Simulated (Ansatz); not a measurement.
**WH2Cl5OF: geometry relaxation (part 1 of 2)**

System: WH2Cl5OF.
Method: RHF/def2-SVP (Ansatz 0.2.0).

The input holds or restrains some coordinates. It belongs to a series of runs on one base structure; here: pulled along the bonds that form and break, towards end A. Figures and captions count atoms from 1; the log counts them from 0 in places.

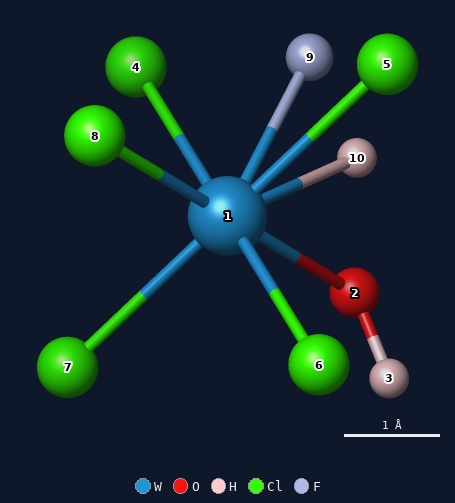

The starting structure (ball-and-stick view, seen at a tilt; atoms are numbered from 1 in the order of the input). Sticks mark near contacts. Bond lengths as drawn: Cl–W 2.39 Å, F–W 2.15 Å, H–O 1.01 Å, H–W 2.25 Å and O–W 2.29 Å.

**Input file**
```yaml
crystal:
  periodic: [false, false, false]
  atoms:
    - { symbol: W, position_ang: [0.0, 0.0, 0.0] }
    - { symbol: O, position_ang: [0.0, 0.0, 2.29] }
    - { symbol: H, position_ang: [-0.9095, -0.2814, 2.6271] }
    - { symbol: Cl, position_ang: [2.39, 0.0, 0.0] }
    - { symbol: Cl, position_ang: [0.0, 2.39, 0.0] }
    - { symbol: Cl, position_ang: [-2.39, 0.0, 0.0] }
    - { symbol: Cl, position_ang: [0.0, -2.39, 0.0] }
    - { symbol: Cl, position_ang: [0.0, 0.0, -2.39] }
    - { symbol: F, position_ang: [1.4129, 1.4719, 0.6779] }
    - { symbol: H, position_ang: [0.9245, 0.9631, 1.8084] }
basis:
  gaussian: { orbitals: def2-SVP }
hamiltonian:
  xc: hf
relax:
  f_tol: 0.15
  max_steps: 25
  restrain:
    - { distance: [0, 8], at: 3.05, k: 30.0 }
    - { distance: [9, 1], at: 2.21, k: 30.0 }
    - { distance: [0, 1], at: 1.94, k: 30.0 }
    - { distance: [9, 8], at: 0.92, k: 30.0 }
```

Run on 4 threads of Intel Xeon @ 2.50GHz (Skylake/Cascade Lake), 32 GiB of memory available, shared host.

Launch command:
```bash
ansatz run input.yaml --threads 4 --pin off --max-ram 5120MiB --backend cpu --events-out ev --progress --plain --runs-dir out
```

**The program's output**
```
The last accepted step is kept in [file] (removed where the run ends without a failure and the disk answers)
Engine: ansatz 0.2.0, x86_64-unknown-linux-gnu
Functional definition: HF
  exchange = exact_x
  correlation = 0
1596 factors; integrals over basis functions are off by at most 3.7e-4 eV
mean field evaluation 1: about -69049.5216 eV, gradient 8.0e1 eV
mean field evaluation 2: about -69049.9311 eV, gradient 8.1e1 eV
mean field evaluation 4: about -69065.5420 eV, gradient 2.3e1 eV
mean field evaluation 8: about -69067.0872 eV, gradient 1.3e0 eV
mean field evaluation 16: about -69067.2109 eV, gradient 8.0e-1 eV
mean field evaluation 32: about -69067.5126 eV, gradient 1.5e-2 eV
mean field evaluation 64: about -69062.9983 eV, gradient 2.5e1 eV
mean field evaluation 96: about -69067.4958 eV, gradient 1.2e-1 eV
mean field evaluation 128: about -69067.4674 eV, gradient 1.4e0 eV
mean field evaluation 160: about -69067.3094 eV, gradient 1.1e0 eV
mean field evaluation 192: about -69067.1269 eV, gradient 1.1e0 eV
mean field evaluation 224: about -69067.5025 eV, gradient 3.1e-1 eV
mean field evaluation 256: about -69066.5514 eV, gradient 1.7e0 eV
mean field evaluation 288: about -69058.0596 eV, gradient 1.5e1 eV
mean field evaluation 320: about -69061.2531 eV, gradient 2.3e1 eV
mean field evaluation 352: about -69057.8002 eV, gradient 1.7e1 eV
mean field evaluation 384: about -69051.6747 eV, gradient 5.0e1 eV
mean field evaluation 416: about -69067.4950 eV, gradient 9.1e-2 eV
mean field evaluation 448: about -69063.1132 eV, gradient 2.2e0 eV
mean field evaluation 480: about -69050.5026 eV, gradient 4.5e1 eV
mean field evaluation 512: about -69067.2929 eV, gradient 1.5e0 eV
mean field evaluation 544: about -69066.3315 eV, gradient 1.3e-1 eV
mean field evaluation 576: about -69063.5465 eV, gradient 1.1e1 eV
mean field evaluation 608: about -69061.9936 eV, gradient 1.1e1 eV
mean field evaluation 640: about -69060.9830 eV, gradient 6.9e0 eV
mean field evaluation 672: about -69062.0851 eV, gradient 2.5e1 eV
mean field evaluation 704: about -69067.2483 eV, gradient 1.1e0 eV
mean field -69067.51256188 eV, -2538.1842710078 hartree, gradient 2.7e-7 eV, S^2 0.000000; 3 other end points of the search recorded, 0 dependent functions left out
the calculation of the forces begins
reference -69067.51256188 eV, -2538.1842710078 hartree; 59, 59 occupied and 101, 101 virtual orbitals, 1596 factors
relax step   1: F+E_penalty+E_count = -69067.51256188 eV  Δ(F+E_penalty+E_count) = +0.000e0 eV  max|allowed force component| = 5.123e0 eV/Å  E_restraint = 25.92028652 eV  max|allowed force component, restraints' pulls added| = 2.413e1 eV/Å  Δτ_max = 0.0000 Å  (973 SCF iters, accepted)
  distance W 0 - F 8 = 2.1500 Å
  distance H 9 - O 1 = 1.4192 Å
  distance W 0 - O 1 = 2.2900 Å
  distance H 9 - F 8 = 1.3325 Å
these checks for a lower state are left out or cut short: starts, cluster_reference, orbital_swaps, neighbouring_geometries, increment
1596 factors; integrals over basis functions are off by at most 5.0e-4 eV
mean field evaluation 736: about -69068.8070 eV, gradient 2.0e0 eV
mean field -69069.53531599 eV, -2538.2586058501 hartree, gradient 1.3e-5 eV, S^2 0.000000; 1 other end points of the search recorded, 0 dependent functions left out
[... from here on the field's lines of each further geometry are left out, up to the last ...]
relax step   2: F+E_penalty+E_count = -69069.53531599 eV  Δ(F+E_penalty+E_count) = -2.023e0 eV  max|allowed force component| = 1.254e1 eV/Å  E_restraint = 11.02457279 eV  max|allowed force component, restraints' pulls added| = 2.374e1 eV/Å  Δτ_max = 0.1906 Å  (158 SCF iters, accepted)
relax step   3: F+E_penalty+E_count = -69073.28053577 eV  Δ(F+E_penalty+E_count) = -3.745e0 eV  max|allowed force component| = 7.519e0 eV/Å  E_restraint = 3.79261616 eV  max|allowed force component, restraints' pulls added| = 1.195e1 eV/Å  Δτ_max = 0.1940 Å  (67 SCF iters, accepted)
relax step   4: F+E_penalty+E_count = -69075.48922983 eV  Δ(F+E_penalty+E_count) = -2.209e0 eV  max|allowed force component| = 3.380e0 eV/Å  E_restraint = 0.64057991 eV  max|allowed force component, restraints' pulls added| = 6.598e0 eV/Å  Δτ_max = 0.1948 Å  (55 SCF iters, accepted)
relax step   5: F+E_penalty+E_count = -69077.12984191 eV  Δ(F+E_penalty+E_count) = -1.641e0 eV  max|allowed force component| = 2.784e0 eV/Å  E_restraint = 0.03293170 eV  max|allowed force component, restraints' pulls added| = 2.979e0 eV/Å  Δτ_max = 0.1950 Å  (54 SCF iters, accepted)
relax step   6: F+E_penalty+E_count = -69078.18429681 eV  Δ(F+E_penalty+E_count) = -1.054e0 eV  max|allowed force component| = 1.639e0 eV/Å  E_restraint = 0.11268912 eV  max|allowed force component, restraints' pulls added| = 2.134e0 eV/Å  Δτ_max = 0.1999 Å  (50 SCF iters, accepted)
relax step   7: F+E_penalty+E_count = -69078.53885467 eV  Δ(F+E_penalty+E_count) = -3.546e-1 eV  max|allowed force component| = 2.014e0 eV/Å  E_restraint = 0.10405380 eV  max|allowed force component, restraints' pulls added| = 1.338e0 eV/Å  Δτ_max = 0.1949 Å  (50 SCF iters, accepted)
relax step   8: F+E_penalty+E_count = -69078.70314726 eV  Δ(F+E_penalty+E_count) = -1.643e-1 eV  max|allowed force component| = 1.381e0 eV/Å  E_restraint = 0.05278036 eV  max|allowed force component, restraints' pulls added| = 6.310e-1 eV/Å  Δτ_max = 0.1970 Å  (46 SCF iters, accepted)
relax step   9: F+E_penalty+E_count = -69078.82349873 eV  Δ(F+E_penalty+E_count) = -1.204e-1 eV  max|allowed force component| = 1.260e0 eV/Å  E_restraint = 0.04899198 eV  max|allowed force component, restraints' pulls added| = 2.598e-1 eV/Å  Δτ_max = 0.1992 Å  (50 SCF iters, accepted)
relax step  10: F+E_penalty+E_count = -69078.80400270 eV  Δ(F+E_penalty+E_count) = +1.950e-2 eV  max|allowed force component| = 1.253e0 eV/Å  E_restraint = 0.04773652 eV  max|allowed force component, restraints' pulls added| = 1.360e0 eV/Å  Δτ_max = 0.1931 Å  (48 SCF iters, rejected (line search))
relax step  11: F+E_penalty+E_count = -69078.85454585 eV  Δ(F+E_penalty+E_count) = -3.105e-2 eV  max|allowed force component| = 1.343e0 eV/Å  E_restraint = 0.04291276 eV  max|allowed force component, restraints' pulls added| = 2.088e-1 eV/Å  Δτ_max = 0.0964 Å  (46 SCF iters, accepted)
the calculation of the forces begins
reference -69078.87772333 eV, -2538.6019329874 hartree; 59, 59 occupied and 101, 101 virtual orbitals, 1599 factors
relax step  12: F+E_penalty+E_count = -69078.87772333 eV  Δ(F+E_penalty+E_count) = -2.318e-2 eV  max|allowed force component| = 1.451e0 eV/Å  E_restraint = 0.04556221 eV  max|allowed force component, restraints' pulls added| = 7.475e-2 eV/Å  Δτ_max = 0.0981 Å  (47 SCF iters, accepted)
  distance W 0 - F 8 = 3.0749 Å
  distance H 9 - O 1 = 2.2089 Å
  distance W 0 - O 1 = 1.8923 Å
  distance H 9 - F 8 = 0.9079 Å
1599 factors; integrals over basis functions are off by at most 8.6e-4 eV
mean field evaluation 864: about -69043.1360 eV, gradient 1.4e2 eV
mean field evaluation 896: about -69072.9674 eV, gradient 1.2e1 eV
mean field evaluation 928: about -69074.0735 eV, gradient 2.3e1 eV
```

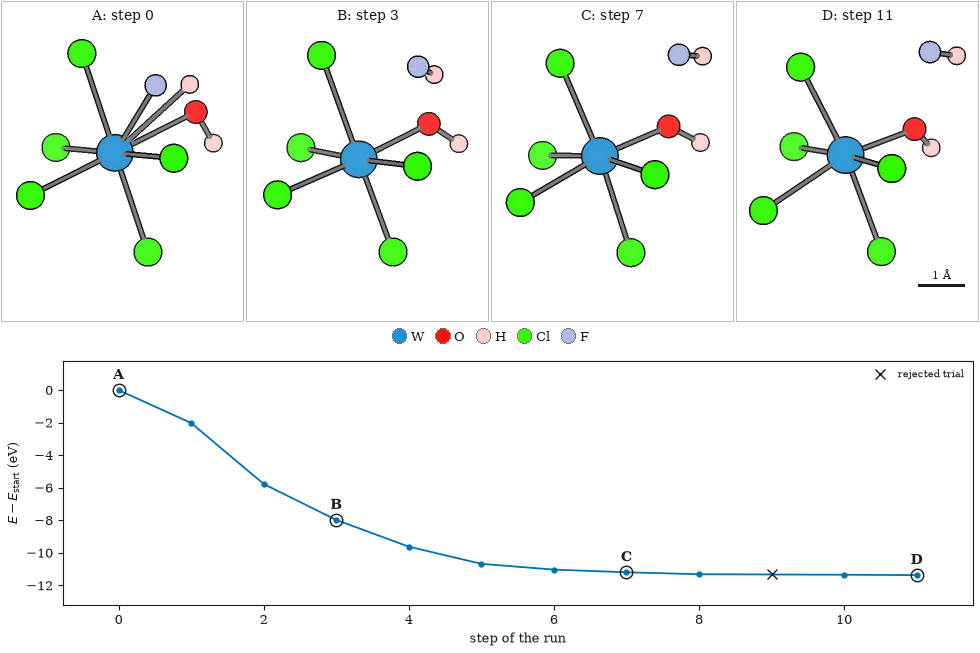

Frames of the restrained relaxation (ball-and-stick view, seen at a tilt) above the curves, on which the letters mark them (the first geometry is step 0 here and step 1 in the log).

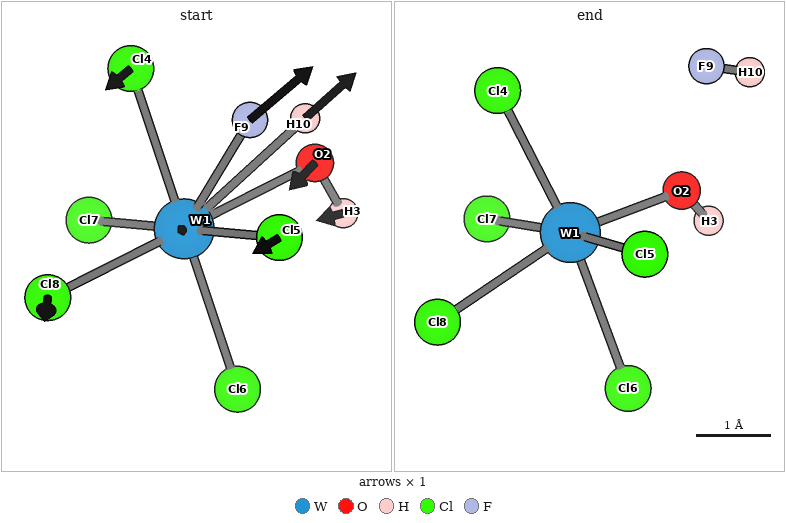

Before (left) and after (right) the restrained relaxation, at one scale (ball-and-stick view, seen at a tilt). The black arrows give the displacements, at true length. F9 moves most after the best rigid fit: 1.18 Å. Largest moves by element: F 1.18 Å, H 0.95 Å, O 0.56 Å, Cl 0.49 Å, W 0.13 Å. Among the contacts that change: W1–H10 2.248 → 3.299 Å, W1–F9 2.150 → 3.075 Å, F9–H10 1.332 → 0.908 Å, W1–O2 2.290 → 1.892 Å. New bonds form: F9–H10 (1.33 → 0.91 Å). Bonds break: W1–F9 (2.15 → 3.07 Å), W1–H10 (2.25 → 3.30 Å). Among the angles that change: O2–W1–Cl8 180.0° → 162.7°, W1–O2–H3 109.5° → 126.5°, O2–W1–Cl4 90.0° → 103.7°. The energy falls by 11.365 eV in 11 geometry steps. The largest force component goes from 5.1 to 1.5 eV/Å. The line search rejected the trial step at point 9 (counted from 0) and went back. (Atoms are counted from 1 in the order of the input.)

```
mean field -69078.87772333 eV, -2538.6019329874 hartree, gradient 1.7e-5 eV, S^2 0.000000; 2 other end points of the search recorded, 0 dependent functions left out
the calculation of the forces begins
reference -69078.87772333 eV, -2538.6019329874 hartree; 59, 59 occupied and 101, 101 virtual orbitals, 1599 factors
Total energy: -69078.87772333 eV, -2538.6019329874 hartree
Atom 0 at    -0.011911    -0.006293    -0.118394 Å, force    -0.612505    -0.376977     0.926969 eV/Å
Atom 1 at    -0.155705     0.033925     1.768052 Å, force     0.206209     0.007330    -1.451209 eV/Å
Atom 2 at    -0.830495    -0.380246     2.292384 Å, force    -0.050063    -0.032980     0.045108 eV/Å
Atom 3 at     2.229196    -0.112705    -0.484236 Å, force    -0.012164     0.011369     0.000923 eV/Å
Atom 4 at    -0.098891     2.240400    -0.469829 Å, force     0.013898     0.041661    -0.008738 eV/Å
Atom 5 at    -2.386990    -0.061282     0.052005 Å, force     0.001517     0.013082     0.013936 eV/Å
Atom 6 at    -0.000478    -2.346123     0.116446 Å, force     0.020876    -0.012428     0.019168 eV/Å
Atom 7 at    -0.444205    -0.381787    -2.356583 Å, force     0.027448    -0.020288     0.010667 eV/Å
Atom 8 at     1.770271     1.697615     1.718868 Å, force     0.283917     0.318700     0.738852 eV/Å
Atom 9 at     1.357108     1.470096     2.494688 Å, force     0.120867     0.050531    -0.295678 eV/Å
Dipole moment:     0.073294     0.132564     0.737532 e Å
```
